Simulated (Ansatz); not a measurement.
# AlH₄OSSi radical: basis-set convergence

Aim: see how fast density functionals converge with the basis set for AlH₄OSSi radical.

Computed with Ansatz 0.2.0, Gaussian basis. Level: one geometry, several basis sets.

Levels to be run: PBE0-D4/def2-SVP; ωB97M-V/def2-SVP; PBE0-D4/def2-QZVPP; ωB97M-V/def2-QZVPP; the functionals' def2-TZVPP values are taken from earlier runs.

## Step 1: The relaxed structure

All runs share one geometry, relaxed beforehand with PBE0-D4 in a triple-zeta def2 set.

SMILES `[SiH3][O][Al][SH]`, 8 atoms, charge 0, spin multiplicity 2.

Atoms are counted from 1 here; the program's logs count them from 0.

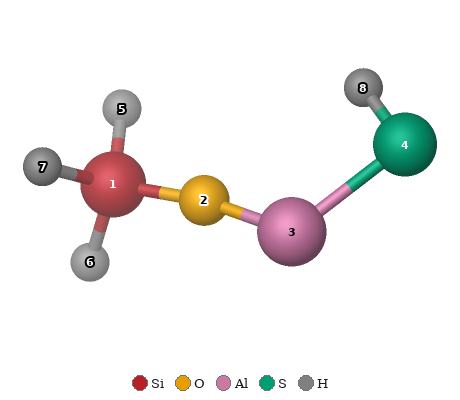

The geometry (silicon red, oxygen amber, aluminium pink, sulfur teal, hydrogen grey); atoms are numbered from 1 in the order of the file.

## Step 2: PBE0-D4 in def2-SVP

in.yaml reads:

```yaml
crystal:
  periodic: [false, false, false]
  atoms:
    - {symbol: Si, position_ang: [-0.153946, 1.473680, -0.237310]}
    - {symbol: O, position_ang: [0.275787, 0.039944, 0.401535]}
    - {symbol: Al, position_ang: [0.821706, -1.305488, 1.256700]}
    - {symbol: S, position_ang: [0.335731, -3.293974, 0.439778]}
    - {symbol: H, position_ang: [-1.124034, 1.260980, -1.343885]}
    - {symbol: H, position_ang: [-0.788220, 2.330842, 0.799103]}
    - {symbol: H, position_ang: [1.042925, 2.173299, -0.774518]}
    - {symbol: H, position_ang: [-0.317650, -2.736281, -0.597203]}
basis:
  gaussian: {orbitals: def2-SVP}
magnetization: {spin_polarized: true, initial_magnetization: 1}
hamiltonian: {xc: pbe0, dispersion: d4}
output: {orbitals: {seedname: orbitals}}
```

Launch:

```bash
$ ansatz run in.yaml --threads 4 --pin off --events-out ev --progress --plain --max-ram 10444MiB
```

After this run come: ωB97M-V in def2-SVP; PBE0-D4 in def2-QZVPP; ωB97M-V in def2-QZVPP.

Q: Predict the results of all the runs planned. Wanted: PBE0-D4: double and triple zeta above quadruple; ωB97M-V: double and triple zeta above quadruple.

The runs gave:

```
                                       quantity           value
PBE0-D4: double and triple zeta above quadruple  12.56, 0.94 eV
ωB97M-V: double and triple zeta above quadruple  12.54, 0.90 eV
```

**Reading.** For PBE0-D4 the step from double to triple zeta gains 11.62 eV and the next only 0.94 eV. Total energies overstate the basis error of differences, where much of it tends to cancel.
